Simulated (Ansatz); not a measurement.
BeTe, response to strain

Take BeTe in the zinc blende structure (space group F-43m, No. 216; a = 5.554 Å) as the base.

Strains are applied to the cell and any free atomic positions relax.

Calculations: DFT with LDA, PAW potentials and a 420 eV plane-wave cutoff in Ansatz (a program for electronic structure), scalar-relativistic without spin-orbit coupling.

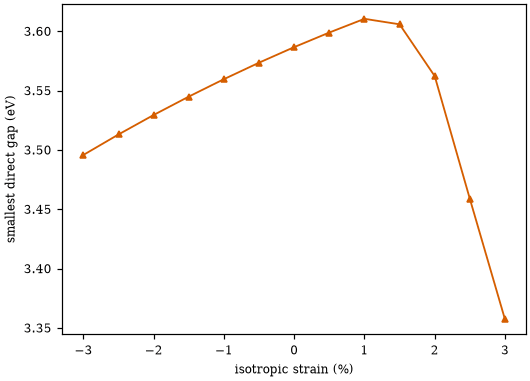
Figure: Smallest direct gap against isotropic strain

Task: From the plot, what is the smallest direct gap for isotropic strain +2.00 %?

Result: About 3.56 eV.

Task: Is the trend monotonic over the range shown?

Result: No, it turns within the range, spanning 3.36 eV to 3.61 eV.

With Te present, leaving out spin-orbit coupling can change the band edges. Stability against distortions was not tested.
